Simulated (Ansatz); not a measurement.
# Does disorder add resistance in series? Ti(0001) layers displaced at 273 K

Two lengths of the disordered region are known. What area resistance does the third give?

Set-up. Ansatz 0.2.0, plane waves with PAW datasets at their recommended cutoffs (420 eV for most), Fermi-Dirac smearing; ballistic transmission by layer matching. The area resistance is RA = A (h/2e²)(1/T − 1/N), with T the zone-mean transmission per spin and N the lead's channels, both averaged over a few energies near the Fermi level; for magnets each spin is taken apart, with h/e², and the two conduct in parallel. Lateral cell 2x2, PBE, a fresh random draw for each length. Atoms are displaced independently, by 0.0708 Å r.m.s. per direction; each RA is scaled by the nominal over the drawn mean square displacement.

The runs, with one result withheld:

```tsv
length (Å)	channels N	RA (fΩ m²)
4.69	2.708	0.317
14.1	2.708	0.789
23.4	2.708	?
```

Worked fit:

Ohm's law makes RA linear in the length: the slope is (0.789 − 0.317)/(14.1 − 4.69) = 0.0503 fΩ m² per Å, or 50 µΩ cm. Then 0.789 + 0.0503 × 9.37. Predicted: 1.26 fΩ m².

**The withheld run.**

1.33 fΩ m², so the prediction is 5.5 % too low. The three lengths together give 54 µΩ cm. The two increments are 0.47 and 0.55 fΩ m², roughly as Ohm's law has it, though with one draw for each length that is a weak test.

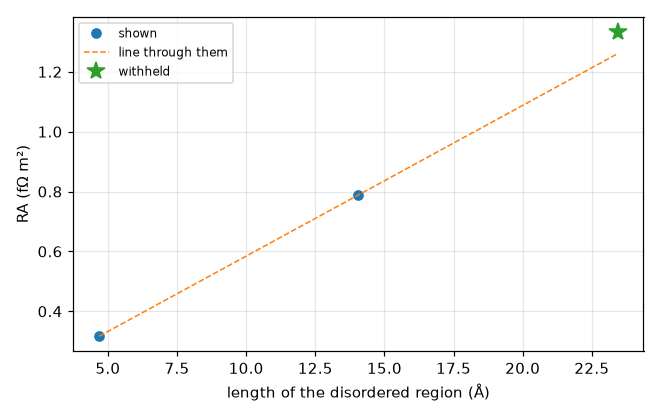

Area resistance against length.

Caveats: The scatterers repeat sideways with the small cell. The slope is a raw one; a model of isotropic scattering puts it 1.04 times the bulk value over these lengths.

[Logs are printed without paths, hosts, clocks, repeated set-up lines and the standing remarks that a program may print on its own settings, such as how far it seeks lower states.]
